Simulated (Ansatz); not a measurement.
## PtS2 monolayer (2H): phonons and vibrational spectra

Aim: the phonons of PtS2 monolayer (2H) at a cell relaxed beforehand at this level. After the zone centre comes a 6×6×1 q mesh on a 18×18×1 k mesh.

Program: Ansatz 0.2.0. Level of theory: DFT PBE, scalar-relativistic, plane waves, PAW; PAW set soft_1. Results are calculated unless marked as measured.

### 1. The starting structure

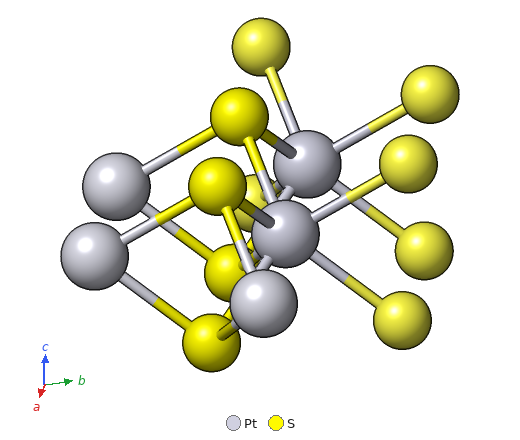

The cell as given, slightly off an axis (platinum light grey, sulfur yellow). 2×1×1 cells are drawn. Some periodic images of atoms are drawn too.

The cell holds 3 atoms: 1 Pt and 2 S. Its edges and angles: a = 3.487 Å, b = 3.487 Å, c = 30.000 Å, α = 90.0°, β = 90.0°, γ = 120.0°. It derives from PtS2. Vacuum lies along c.

### 2. Modes at Γ

The cell comes from relaxations at this level that are not shown. The zone centre comes first: it holds the modes that light can see, as far as symmetry allows. No field response is asked, since the mesh shows no gap.

Input file input.yaml:

```yaml
crystal:
  lattice:
    - [3.4867210453, 0.0, 0.0]
    - [-1.7433605227, 3.0195890011, 0.0]
    - [0.0, 0.0, 30.0]
  atoms:
    - { symbol: Pt, position: [0.3333333333, 0.6666666667, 0.3333333333] }
    - { symbol: S, position: [0.6666666667, 0.3333333333, 0.3795907371] }
    - { symbol: S, position: [0.6666666667, 0.3333333333, 0.2870759295] }
  periodic: [true, true, false]
kpoints:
  mp_grid: { grid: [18, 18, 1] }
hamiltonian:
  xc: pbe
  pseudopotentials: { kind: paw, azcp: { folder: soft_1 } }
scf:
  occupations: { method: methfessel_paxton, width: 0.2 }
output:
  eigenvalues: true
phonons:
  method: dfpt
```

Launch:

```bash
$ ansatz run input.yaml --threads 4 --pin off --max-ram 16384MiB --backend cpu --events-out ev --progress --plain --runs-dir out
```

Numbers of over 12 decimals in the logs are rounded to 6 here.

The log of the run:

```text
Engine: ansatz 0.2.0, aarch64-unknown-linux-gnu
Pseudopotentials: kind: paw
Pseudopotential: Pt, paw, valence charge 18, recommended cutoff 420 eV (normal), soft_1/Pt.paw.azcp
Pseudopotential: S, paw, valence charge 6, recommended cutoff 420 eV (normal), soft_1/S.paw.azcp
Functional definition: PBE
  parameter kappa = 0.804
  parameter beta = 0.066725
  exchange = pbe_x(kappa = kappa, mu = beta*pi^2/3)
  correlation = pbe_c(beta = beta)
Crystal: 3 atoms, lattice volume = 315.854 Å³
Basis set: ecut = 420 eV, 6167 PW (Γ), exchange–correlation on 48×48×432 points (8 copies of the dense FFT grid, shifted against one another)
Bands: 19, of which v1, the nominal top of the filled ones, is band 15 counted from 1 (14 counted from 0)
Symmetry: 12 space group operations
k-points: 91 of 324 (irreducible under 2 space group operations, time reversal used)
Non-local potential: Pt, projectors of the file, l = 0: 3, l = 1: 2, l = 2: 2, l = 3: 1
Non-local potential: S, projectors of the file, l = 0: 2, l = 1: 2, l = 2: 1
PAW form: soft (Blöchl's): semilocal exchange-correlation on the pseudo side does not see the compensation charge
PAW one-centre angular grid: Pt, 590 points (default); XC on 64 Gauss nodes
PAW one-centre angular grid: S, 110 points (default); XC on 64 Gauss nodes
Initial density: superposition of atomic densities (neutral atoms: chi_scale 0, normalization atom)
Initial wavefunctions: pseudopotential atomic-orbital guess
Functional: x = pbe(κ = 0.804, μ = 0.219515), c = pbe(β = 0.066725)
SCF iter   1: F=—  HF=-14329.162114 eV  |F-HF|=—  |Δ(HF+E_count)|=         —  Δρ=3.81e-2  dr2=6.15e0  ethr=3.10e-3  ⟨swp⟩=15.3  Hψ=16639  notcnv=0
preconditioner: auto → LDOS  [metal: Δε(μ)=0.035 eV  Ē_g=8.554 eV  σ=0.200 eV  W_gap=0.15  n_scr=16 (ndim 8)  ℏωp=9.8 eV  f_vac=0.778  D(μ)=2.94/eV (n_scr^D=12)  β→1.0]
SCF iter   2: F=—  HF=-14328.298563 eV  |F-HF|=—  |Δ(HF+E_count)|=   8.64e-1  S|Δr|=    0.00e0  Δρ=1.09e-2  dr2=7.43e-1  ethr=3.10e-3  ⟨swp⟩=3.1  Hψ=4665  notcnv=0
SCF iter   3: F=—  HF=-14328.210730 eV  |F-HF|=—  |Δ(HF+E_count)|=   8.78e-2  S|Δr|=    0.00e0  Δρ=7.51e-3  dr2=2.26e-1  ethr=2.48e-3  ⟨swp⟩=4.2  Hψ=4940  notcnv=0
SCF iter   4: F=—  HF=-14328.149875 eV  |F-HF|=—  |Δ(HF+E_count)|=   6.09e-2  S|Δr|=    0.00e0  Δρ=1.29e-3  dr2=1.39e-2  ethr=7.53e-4  ⟨swp⟩=3.3  Hψ=4581  notcnv=0
SCF iter   5: F=—  HF=-14328.147896 eV  |F-HF|=—  |Δ(HF+E_count)|=   1.98e-3  S|Δr|=    0.00e0  Δρ=3.00e-4  dr2=1.48e-4  ethr=4.63e-5  ⟨swp⟩=3.4  Hψ=4043  notcnv=0
SCF iter   6: F=—  HF=-14328.148084 eV  |F-HF|=—  |Δ(HF+E_count)|=   1.88e-4  S|Δr|=    0.00e0  Δρ=4.98e-5  dr2=8.47e-6  ethr=4.92e-7  ⟨swp⟩=3.5  Hψ=4180  notcnv=0
SCF iter   7: F=—  HF=-14328.148100 eV  |F-HF|=—  |Δ(HF+E_count)|=   1.58e-5  S|Δr|=    0.00e0  Δρ=1.48e-5  dr2=8.12e-7  ethr=2.82e-8  ⟨swp⟩=3.4  Hψ=3961  notcnv=0
SCF iter   8: F=—  HF=-14328.148204 eV  |F-HF|=—  |Δ(HF+E_count)|=   1.04e-4  S|Δr|=    0.00e0  Δρ=3.92e-6  dr2=4.34e-8  ethr=2.71e-9  ⟨swp⟩=3.3  Hψ=3779  notcnv=0
SCF iter   9: F=—  HF=-14328.148204 eV  |F-HF|=—  |Δ(HF+E_count)|=   1.46e-7  S|Δr|=    0.00e0  Δρ=9.17e-7  dr2=2.15e-9  ethr=1.45e-10  ⟨swp⟩=3.8  Hψ=4430  notcnv=0
SCF iter  10: F=—  HF=-14328.148204 eV  |F-HF|=—  |Δ(HF+E_count)|=   6.01e-9  S|Δr|=    0.00e0  Δρ=2.06e-7  dr2=1.07e-10  ethr=7.17e-12  ⟨swp⟩=3.9  Hψ=4529  notcnv=0
SCF iter  11: F=—  HF=-14328.148204 eV  |F-HF|=—  |Δ(HF+E_count)|=   1.74e-9  S|Δr|=    0.00e0  Δρ=4.44e-8  dr2=1.46e-11  ethr=1.00e-12  ⟨swp⟩=18.3  Hψ=16451  notcnv=0
SCF iter  12: F=-14328.148204 eV  HF=-14328.148204 eV  |F-HF|=3.46e-11  |Δ(HF+E_count)|=  2.06e-10  S|Δr|=    0.00e0  Δρ=8.86e-9  dr2=3.82e-13  ethr=1.00e-12  ⟨swp⟩=9.1  Hψ=10713  notcnv=0
SCF 1 converged in 12 iterations: F = -14328.148204 eV  dr2 = 3.82e-13
  greatest PAW one-centre occupation: 1.000 electrons in one spin orbital (limit 2), on the Pt atom at site 0 (counted from 0), in its partial waves of l = 0
DFPT response loops at Γ: preconditioner auto → none (partly filled bands, converged f_vac=0.779); β = 0.50; Broyden in place of MSR1
SCF converged after 12 iterations
Stability not checked: this state was not tested for a lower state beside it, because cold or Methfessel-Paxton smearing, or corrected tetrahedra, fill the levels in a way that the test cannot read (fill_not_monotonic; see scf.lower_state_search)
Free energy (F): -14328.148204 eV
Harris-Foulkes:  -14328.148204 eV  (|F-HF|=3.46e-11)
Internal energy: -14328.146066 eV  (E = F + TS)
E sigma→0 (E₀):  -14328.147670 eV
Entropy (-TS):   -0.002137 eV (-0.712 meV/atom)
Fermi energy:    -5.190061 eV
--- Per-component energies (eV) ---
  E_band       = -797.701056
  E_kinetic    = 803.148597
  E_local      = -51473.930043  (includes V_loc(G=0)·N_el)
  E_nonlocal   = 273.050494
  E_hartree    = 25184.803760
  E_xc         = -407.244870
  E_vxc        = -432.971476  (∫ρ·V_xc dr)
  E_paw        = -10700.659540  (= ΣΔE_a)
  E_vpaw       = -336.607253  (= ΣTr[D̂ρ^β])
  E_aug_tail   = 0.001114  (compensation charges beyond the density's cutoff)
  E_ewald      = 21992.684421
  E_smearing   = -0.002137  (= −TS)
  E_closure    = -0.000000  (closes the sum)
  Σ components = -14328.148204   (vs F -14328.148204, Δ=0.00e0)
--- Band table (eV; the first three rows and the last of 91) ---
  k-point 0: bands = [... 11 lower, -7.5409, -6.7713, -4.8873, -4.8873, -4.4973, -4.4973, -2.1717, -0.4507]
  k-point 1: bands = [... 11 lower, -7.5842, -6.7356, -4.9807, -4.8463, -4.6239, -4.5640, -1.9853, -0.4031]
  k-point 2: bands = [... 11 lower, -7.7150, -6.6643, -5.1892, -4.9158, -4.7520, -4.7321, -1.5279, -0.2638]
  k-point 90: bands = [... 11 lower, -8.7854, -7.8853, -7.5968, -5.9386, -4.7201, -3.8604, -0.4300, 1.2437]
--- Phonons (Γ-DFPT): 4 representative perturbations + reference, on 91 of 324 k-points (Σ response iterations 22) ---
  k mesh reduced under 2 symmetry operations, with k and −k counted as one. Each operation leaves every solved perturbation unchanged. A smaller set is not used because it would not reduce the number of displacements times k-points to solve
  ASR residual: 1.782e-5 → 0.000e0 eV/Å²; symmetrization residual: 1.491e-5 eV/Å²
  ASR residual per site (eV/Å²): 1.78e-5 1.56e-5 1.56e-5
  Γ frequencies (cm⁻¹): -65.03 -65.03 0.00 0.00 0.00 82.38 127.09 127.09 306.67
  non-analytic LO–TO correction: not included (Born effective charges unavailable; polar crystals: no LO–TO splitting at Γ)
```

The job ended after 2.9 min (4 threads of Arm Neoverse N1, shared host; peak memory 1.9 GiB).

Numbers from this step:

* gap on the k-mesh: 0 eV
* sum-rule residual before enforcement: 1.78e-5 eV/Å²
* point group: -6m2
* area per atom: 3.509 Å²
* highest optical mode at the zone centre (no LO-TO term): 306.7 cm⁻¹
* lowest optical zone-centre mode: -65.03 cm⁻¹

Patterns of degenerate modes are one choice out of their space. The modes at Γ (shares of kinetic energy by element, %) (negative means imaginary):

```
mode  frequency (cm⁻¹)  symmetry  Pt %  S %
   1             -65.0        E'    25   75
   2             -65.0        E'    25   75
   3               0.0  acoustic    75   25
   4               0.0  acoustic    75   25
   5               0.0  acoustic    75   25
   6              82.4      A2''    25   75
   7             127.1       E''     0  100
   8             127.1       E''     0  100
   9             306.7       A1'     0  100
```

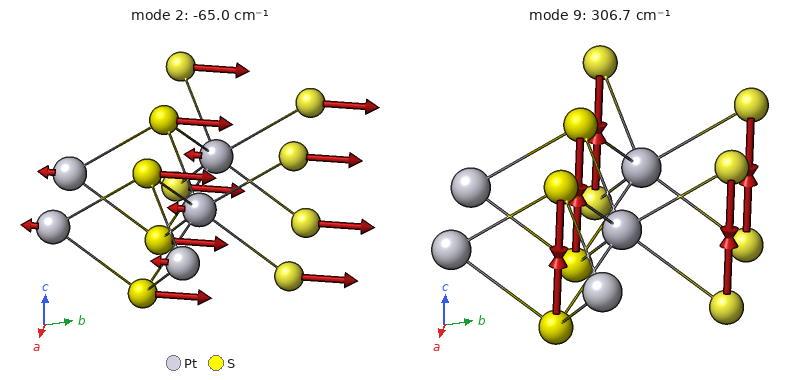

Displacement patterns of modes 2 and 9 at Γ; arrows are exaggerated. 2×1×1 cells are drawn. Some periodic images of atoms are drawn too.

Before it was imposed, the acoustic sum rule was missed by 1.8e-5 eV/Å². Small misses are needed for a sound result but don't prove that mesh and cutoff are converged. The lowest optical mode is imaginary, 65.0i cm⁻¹, so the energy falls along it.

### 3. The dispersion

Stability and thermal properties need the whole zone. Linear response on a 6×6×1 q mesh gives force constants as far as a supercell of that size would.

Changes to input.yaml since step 2:

```diff
@@ -21 +21,10 @@
   method: dfpt
+  qmesh: [6, 6, 1]
+  temperatures: { t_max: 1000, t_step: 50 }
+  qpath:
+    path:
+      - [0.0, 0.0, 0.0]
+      - [0.5, 0.0, 0.0]
+      - [0.33333333, 0.33333333, 0.0]
+      - [0.0, 0.0, 0.0]
+    npoints: 10
```

The log of the run:

```text
[...]
Crystal: 3 atoms, lattice volume = 315.854 Å³
Basis set: ecut = 420 eV, 6167 PW (Γ), exchange–correlation on 48×48×432 points (8 copies of the dense FFT grid, shifted against one another)
Bands: 19, of which v1, the nominal top of the filled ones, is band 15 counted from 1 (14 counted from 0)
Symmetry: 12 space group operations
k-points: 37 of 324 (time reversal used)
[...]
SCF iter   1: F=—  HF=-14329.162035 eV  |F-HF|=—  |Δ(HF+E_count)|=         —  Δρ=3.81e-2  dr2=6.15e0  ethr=3.10e-3  ⟨swp⟩=15.0  Hψ=6662  notcnv=0
[...]
SCF iter  11: F=-14328.148204 eV  HF=-14328.148204 eV  |F-HF|=4.00e-11  |Δ(HF+E_count)|=   1.18e-9  S|Δr|=    0.00e0  Δρ=3.41e-8  dr2=7.09e-12  ethr=1.00e-12  ⟨swp⟩=16.1  Hψ=7407  notcnv=0
SCF 1 converged in 11 iterations: F = -14328.148204 eV  dr2 = 7.09e-12
[...]
phonons: the bands overlap, so this run is a metal and interpolates without the dipole-dipole term. If the crystal is really an insulator or semiconductor, its LO-TO splitting is missing
NSCF: frozen V_eff on 37 k-points
WARN: eigensolver did not converge (k=0): 1 band(s) unlocked after 2 eigensolves, warm-restarted (20 sweeps on the last) at ethr=1.51e-12 eV (storage-precision floor; scheduled 1.00e-12 eV) (lowest unlocked band 18, counted from 0; max residual 7.34e-5 eV among the unlocked bands, 7.34e-5 eV over every band; other slots of this pass that fall short are told together in one closing line; warning suppressed until the next SCF loop or pass starts)
WARN: eigensolver did not converge in 29 slots of this pass, the one above among them; of largest residual over every band (k=30): 1 band(s) unlocked (lowest unlocked band 18, counted from 0; max residual 4.95e-3 eV among the unlocked bands, 4.95e-3 eV over every band); of lowest unlocked band (k=0): band 18
[...]
DFPT response loops at q = (0, 0, 0) (fractional): preconditioner auto → none (partly filled bands, converged f_vac=0.779); β = 0.50; Broyden in place of MSR1
[...]
SCF converged after 11 iterations
[...]
Free energy (F): -14328.148204 eV
[...]
Internal energy: -14328.146066 eV  (E = F + TS)
E sigma→0 (E₀):  -14328.147670 eV
Entropy (-TS):   -0.002137 eV (-0.712 meV/atom)
Fermi energy:    -5.190057 eV
[...]
--- Band table (eV; the first three rows and the last of 37) ---
  k-point 0: bands = [... 11 lower, -7.5409, -6.7713, -4.8873, -4.8873, -4.4973, -4.4973, -2.1717, -0.4507]
  k-point 1: bands = [... 11 lower, -7.5842, -6.7356, -4.9807, -4.8463, -4.6239, -4.5640, -1.9853, -0.4031]
  k-point 2: bands = [... 11 lower, -7.7150, -6.6643, -5.1892, -4.9158, -4.7520, -4.7321, -1.5279, -0.2638]
  k-point 36: bands = [... 11 lower, -8.6625, -8.5077, -8.2461, -5.7929, -4.4447, -4.0417, -0.1569, 0.1839]
--- Phonons (Γ-DFPT): 4 representative perturbations + reference (Σ response iterations 22) ---
  ASR residual: 1.185e-4 → 0.000e0 eV/Å²; symmetrization residual: 2.364e-6 eV/Å²
  ASR residual per site (eV/Å²): 1.18e-4 2.09e-5 2.09e-5
  Γ frequencies (cm⁻¹): -65.03 -65.03 0.00 0.00 0.00 82.38 127.09 127.09 306.67
--- Phonons (arbitrary-q DFPT): 7 irreducible q on the 6×6×1 mesh ---
  q = [0.0000, 0.0000, 0.0000] (star 1, of the zone-centre solve; hermiticity 8.09e-7, symmetrization 1.64e-10): -65.03 -65.03 -0.00 0.00 0.00 82.38 127.09 127.09 306.67
  q = [0.0000, 0.1667, 0.0000] (star 6, 6 solved perturbations on 171 of 324 k-point pairs; hermiticity 2.67e-6, symmetrization 4.88e-9): -115.71 -84.93 -82.12 17.44 34.60 66.00 78.11 156.10 301.49
[...]
q = [0.1667, 0.1667, 0.0000] (star 6, 4 solved perturbations in 990 linear systems a pass and spin channel, the states on 324 of 324 k-point pairs; hermiticity 2.93e-6, symmetrization 3.53e-9): -116.07 -62.16 33.81 53.63 76.40 113.10 143.91 193.38 289.10
[...]
sum rule: each row above includes the acoustic sum rule's correction from the zone centre's row sums; it moved no ω² by more than (0.42 cm⁻¹)²
  mesh force constants: q→R imaginary residual 1.56e-18; ASR residual 1.185e-4 → 0.000e0 eV/Å²; symmetrization residual 1.776e-15 eV/Å²
  interpolated dispersion: 31 rows × 9 modes
  density of states and harmonic sums: on the 24×24×1 q-mesh, interpolated from the force constants of a 6×6×1 supercell (no non-analytic term)
  largest difference from the sums on the solved wave vectors: F 3.13e-2 eV, S 3.54e-5 and C_V 5.48e-6 eV/K
  zero-point energy: 0.063874 eV/cell   skipped modes (ω ≤ 0): 105, of them read as no rigid motion or as one in doubt: 102 (1.642e0 modes/cell left out, lowest -129.57 cm⁻¹)   left out of the sums: 1.83e-1 of the cell's modes: C_V's classical limit lies that fraction below 3 k_B per atom; for a crystal, a wire or a layer, F and S can be off by more, and a phonons.interpolated_qmesh denser along its periods is the remedy for the sampling
```

It took 41 min on 4 threads; peak memory 3.9 GiB.

Numbers from this step:

- sum-rule residual before enforcement: 1.18e-4 eV/Å²
- lowest frequency on the path: -129.4 cm⁻¹
- highest frequency on the path or at a solved wavevector: 306.7 cm⁻¹
- lowest mode on the q mesh (acoustic modes at Γ apart): -116.1 cm⁻¹

Frequencies (cm⁻¹) solved at each irreducible wavevector; negative means imaginary. Frequencies by wavevector, by row:

```
q in reciprocal lattice units  star  mode 1  mode 2  mode 3  mode 4  mode 5  mode 6  mode 7  mode 8  mode 9
                        0 0 0     1     -65     -65       0       0       0    82.4   127.1   127.1   306.7
                   0 0.1667 0     6  -115.7   -84.9   -82.1    17.4    34.6      66    78.1   156.1   301.5
                   0 0.3333 0     6     -69   -58.2      51    54.1    94.7   136.9   172.2   195.1   283.1
                     0 -0.5 0     3    47.2    71.5    77.4   103.2   156.6   177.2   195.8     222   266.3
              0.1667 0.1667 0     6  -116.1   -62.2    33.8    53.6    76.4   113.1   143.9   193.4   289.1
              0.1667 0.3333 0    12     -43    54.7    64.6   105.1   141.4   176.3   205.3   216.2   273.3
              0.3333 0.3333 0     2  -105.2    41.1    66.6   129.6     131   178.8   217.5   236.1   268.9
```

Interpolated from a 6×6×1 q mesh. Phonon branches along the path, in cm⁻¹:

```
point  branch 1  branch 2  branch 3  branch 4  branch 5  branch 6  branch 7  branch 8  branch 9
    Γ       -65       -65         0         0         0        82       127       127       307
    M        47        72        77       103       157       177       196       222       266
    K      -105        41        67       130       131       179       218       236       269
    Γ       -65       -65         0         0         0        82       127       127       307
```

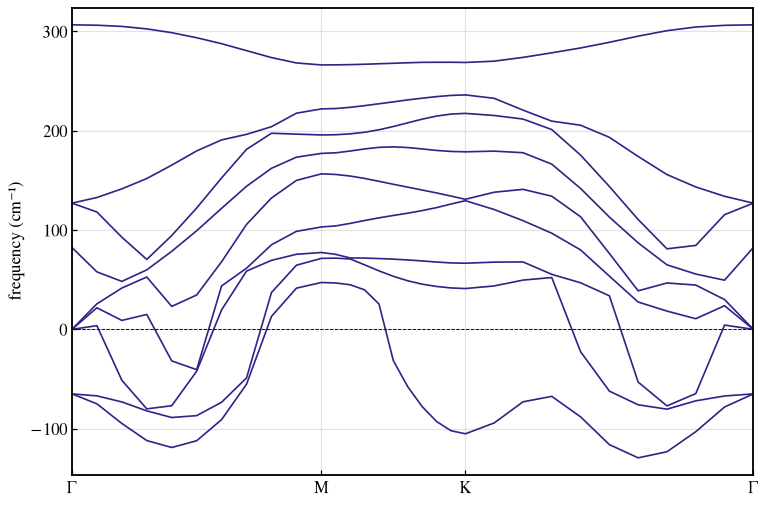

Phonon branches along the path.

(Continued in part 2 of 2.)

[Logs are printed without paths, hosts, clocks, repeated set-up lines and the standing remarks that a program may print on its own settings, such as how far it seeks lower states.]

[Hosts, paths, dates, database ids (printed as entryN), source tags and the programs' standing remarks are cut or masked in the printed files.]
